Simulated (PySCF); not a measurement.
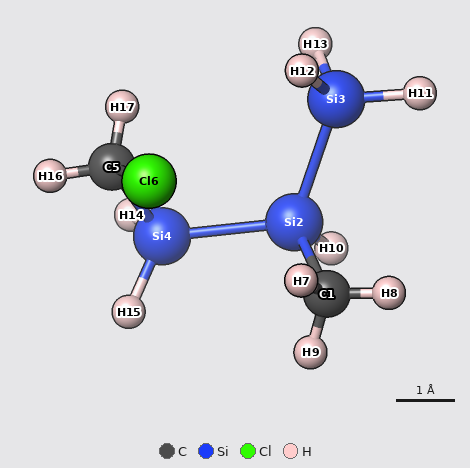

**Figure 1.** The structure (ball-and-stick view, seen on its broad side; atoms are numbered from 1 in the order of the input).

## C₂H₁₁ClSi₃: NMR shielding calculation

The run: NMR shielding calculation of C₂H₁₁ClSi₃. Method and program: GIAO PBE0/def2-SVP NMR shielding, non-relativistic, gas phase (PySCF 2.14.0).

Some settings of this run were made unusual or wrong on purpose. The geometry comes from this level: GFN2-xTB. Figures and captions count atoms from 1; the log counts them from 0 in places.

Log
```
final grid: 15488 points
cycle   1  E = -1410.2166043410  dE =  4.768e-03  |g| = 3.330e-01  |ddm| = 3.791e+00
cycle   2  E = -1410.2109551903  dE =  5.649e-03  |g| = 3.591e-01  |ddm| = 7.879e-01
cycle   3  E = -1410.2479102508  dE = -3.696e-02  |g| = 4.011e-02  |ddm| = 4.227e-01
cycle   4  E = -1410.2483740371  dE = -4.638e-04  |g| = 1.258e-02  |ddm| = 6.435e-02
cycle   5  E = -1410.2484165920  dE = -4.255e-05  |g| = 4.116e-03  |ddm| = 2.032e-02
cycle   6  E = -1410.2484212410  dE = -4.649e-06  |g| = 1.019e-03  |ddm| = 5.170e-03
cycle   7  E = -1410.2484215066  dE = -2.656e-07  |g| = 2.451e-04  |ddm| = 1.585e-03
cycle   8  E = -1410.2484215255  dE = -1.894e-08  |g| = 3.751e-05  |ddm| = 4.137e-04
cycle   9  E = -1410.2484215260  dE = -4.986e-10  |g| = 1.007e-05  |ddm| = 6.676e-05
converged SCF energy = -1410.2484215260

GIAO shielding tensors (ppm)
atom      isotropic    diamagn.    paramagn.     s11        s22        s33       span
  0 C      200.507     247.100     -46.593    196.240    199.056    206.225      9.985
  1 Si     489.172     881.718    -392.546    462.665    476.161    528.691     66.026
  2 Si     510.987     880.613    -369.627    491.649    506.780    534.531     42.882
  3 Si     469.063     881.100    -412.037    433.573    465.061    508.555     74.983
  4 C      167.615     248.883     -81.268    144.151    155.007    203.688     59.537
  5 Cl     942.501    1148.115    -205.614    850.603    888.069   1088.829    238.226
  6 H       31.367      31.284       0.084     26.075     30.851     37.176     11.101
  7 H       31.525      29.539       1.986     26.295     28.596     39.683     13.388
  8 H       31.435      29.930       1.505     26.561     28.624     39.121     12.560
  9 H       27.797      30.047      -2.250     24.603     25.219     33.569      8.967
 10 H       28.193      29.154      -0.961     24.642     25.659     34.278      9.637
 11 H       28.104      30.272      -2.168     23.770     28.167     32.375      8.605
 12 H       28.287      29.704      -1.417     24.748     25.980     34.132      9.384
 13 H       27.620      29.678      -2.058     23.853     25.195     33.812      9.959
 14 H       27.649      29.901      -2.252     24.367     25.623     32.957      8.590
 15 H       28.749      29.042      -0.293     22.504     27.245     36.496     13.992
 16 H       28.953      31.248      -2.295     24.810     26.806     35.245     10.435
```

The run was set up as follows.

Input file
```
{"job": {"kind": "nmr", "xc": "PBE0", "basis": "def2-SVP", "pop": false, "grid": 0, "scf": {"max_cycle": 88}}, "charge": 0, "multiplicity": 1}
C     -1.097779     1.711873     1.017383
Si    -0.995984     0.381388    -0.348438
Si    -1.520036    -1.707809     0.538200
Si     1.084361     0.555044    -1.381238
C      2.295446    -0.606043    -0.450391
Cl     2.216275    -0.250162     1.297853
H     -0.365527     1.523065     1.797425
H     -2.078421     1.728052     1.485054
H     -0.906237     2.705920     0.622347
H     -2.009258     0.780886    -1.353604
H     -2.838941    -1.766796     1.175950
H     -0.555842    -2.150216     1.546802
H     -1.517830    -2.730683    -0.514280
H      1.167885     0.096687    -2.776627
H      1.739826     1.869113    -1.360843
H      3.332794    -0.470233    -0.744428
H      2.042269    -1.658053    -0.561073
```

The first line tells a small driver script what to run in PySCF; the rest is the geometry in Å.

Launch command:
```bash
OMP_NUM_THREADS=1 python <driver script> task.json out
```

Outcome

| quantity | value |
| --- | --- |
| outcome | converged |
| total energy | −1410.248422 hartree |
| HOMO | −7.88 eV |
| LUMO | −0.53 eV |
| dipole moment | 0.85 D |
| isotropic shielding, C | 167.6 to 200.5 ppm |
| isotropic shielding, Si | 469.1 to 511.0 ppm |
| isotropic shielding, Cl | 942.5 ppm |
| isotropic shielding, H | 27.6 to 31.5 ppm |
| hardware | 1 CPU thread, shared host |
| wall time | 8.9 s |
| peak memory | 0.77 GiB |

Some settings of this run were drawn to be unusual or wrong; see grid = 0. It converged; results that depend on the unusual settings are not reference values.
